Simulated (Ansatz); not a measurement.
## Al₆N₆: one change and its effect

System: Al₆N₆.
Method of run 1: RHF/def2-TZVP (Ansatz 0.2.0).

The geometry comes from this level: PBE-D4/def2-SVP. Text and figures count atoms from 1; the logs count them from 0 in places.

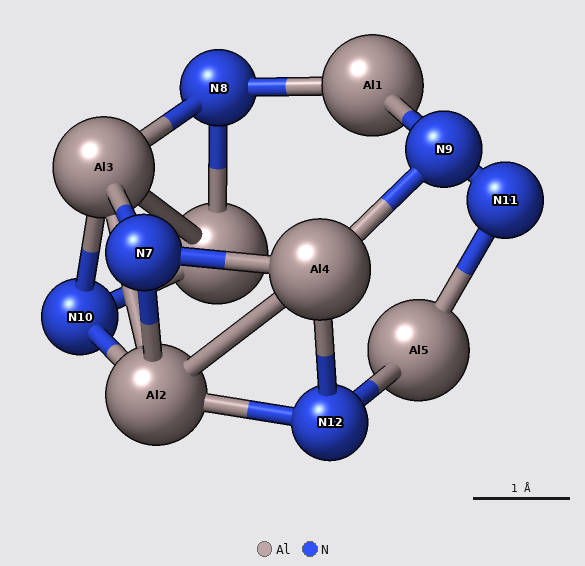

Fig. 1: The structure (ball-and-stick view, seen at a tilt; atoms are numbered from 1 in the order of the input). Sticks mark near contacts. Bond lengths as drawn: Al–Al 2.46 to 2.55 Å and Al–N 1.80 to 1.94 Å.

## The input, run 1
```yaml
crystal:
  periodic: [false, false, false]
  atoms:
    - {symbol: Al, position_ang: [-0.975222, 1.371852, -1.050740]}
    - {symbol: Al, position_ang: [1.091442, -1.198414, 1.215338]}
    - {symbol: Al, position_ang: [0.716368, 1.224709, 1.367799]}
    - {symbol: Al, position_ang: [1.337414, -0.315398, -1.130240]}
    - {symbol: Al, position_ang: [-1.167645, -1.429782, -0.726126]}
    - {symbol: Al, position_ang: [-1.537937, 0.028551, 1.488705]}
    - {symbol: N, position_ang: [2.037761, 0.296009, 0.464391]}
    - {symbol: N, position_ang: [-0.977883, 1.717898, 0.713695]}
    - {symbol: N, position_ang: [0.165128, 0.580421, -2.275474]}
    - {symbol: N, position_ang: [0.053948, -0.247049, 2.406809]}
    - {symbol: N, position_ang: [-1.315806, -0.119750, -2.061974]}
    - {symbol: N, position_ang: [0.572423, -1.909067, -0.412163]}
basis:
  gaussian: {orbitals: def2-TZVP, initial_orbitals: start.molden}
hamiltonian: {xc: hf}
scf: {omitted_lower_state_checks: [starts]}
output: {orbitals: {seedname: orbitals}}
```

Command:
```bash
ansatz run in.yaml --threads 4 --pin off --events-out ev --progress --plain --max-ram 6963MiB
```

Hardware: 4 threads of Arm Neoverse V2, 23 GiB of memory available, shared host.

## Output (run 1)
```
Functional definition: HF
  exchange = exact_x
  correlation = 0
these checks for a lower state are left out or cut short: starts
2994 factors; their error is unknown
mean field evaluation 1: about -48392.0242 eV, gradient 5.0e1 eV
mean field evaluation 2: about -48394.4948 eV, gradient 2.9e0 eV
mean field evaluation 4: about -48394.6160 eV, gradient 5.9e-4 eV
mean field -48395.03889170 eV, -1778.4848759343 hartree, gradient 2.5e-5 eV, S^2 0.000000; 0 other end points of the search recorded, 0 dependent functions left out
reference -48395.03889170 eV, -1778.4848759343 hartree; 60, 60 occupied and 348, 348 virtual orbitals, 2994 factors
Total energy: -48395.03889170 eV, -1778.4848759343 hartree
Checks for a lower state left out: starts
```

Run 2 used a changed input.

## The two runs side by side

| quantity | run 1 | run 2 |
| --- | --- | --- |
| outcome | converged | converged |
| total energy (hartree) | −1778.484876 | −1777.891765 |
| HOMO (eV) | −7.66 | −8.11 |
| LUMO (eV) | −0.10 | −0.48 |
| basis functions | 408 | 132 |
| wall time (shared host) | 21 s | 2.1 s |

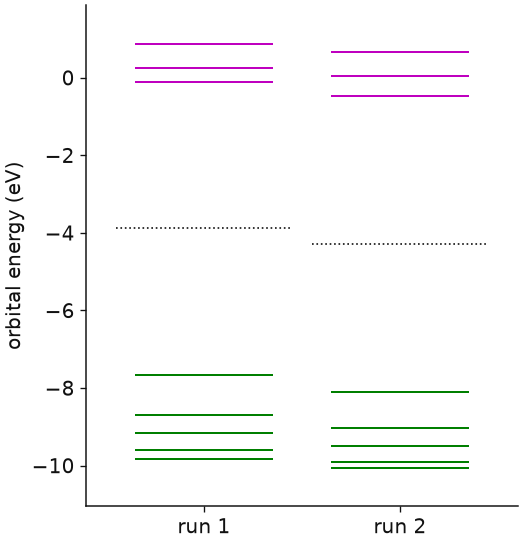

Fig. 2: The five highest filled and three lowest empty orbital energies of the two runs; the dotted lines part filled from empty levels. The HOMO–LUMO gap is 7.56 eV in run 1 and 7.63 eV in run 2.

Which change of the input explains these differences?

The change (lines with − go, lines with + come):
```diff
-  gaussian: {orbitals: def2-TZVP, initial_orbitals: start.molden}
+  gaussian: {orbitals: 6-31G}
```

The total energy of run 2 is 372.2 kcal/mol higher, which measures the change of basis and not a stability. The HOMO goes from −7.66 to −8.11 eV. The LUMO goes from −0.10 to −0.48 eV. The basis functions go from 408 to 132. On the same kind of shared host run 2 took about 0.1 times as long.

## Output (run 2)
```
Functional definition: HF
  exchange = exact_x
  correlation = 0
these checks for a lower state are left out or cut short: starts
1620 factors; integrals over basis functions are off by at most 1.5e-4 eV
mean field evaluation 1: about -48362.7270 eV, gradient 7.9e1 eV
mean field evaluation 2: about -48362.7533 eV, gradient 7.9e1 eV
mean field evaluation 4: about -48378.6063 eV, gradient 5.6e0 eV
mean field evaluation 8: about -48378.8998 eV, gradient 2.3e-1 eV
mean field -48378.89950827 eV, -1777.8917645330 hartree, gradient 1.7e-5 eV, S^2 0.000000; 0 other end points of the search recorded, 0 dependent functions left out
reference -48378.89950827 eV, -1777.8917645330 hartree; 60, 60 occupied and 72, 72 virtual orbitals, 1620 factors
Total energy: -48378.89950827 eV, -1777.8917645330 hartree
Checks for a lower state left out: starts
```
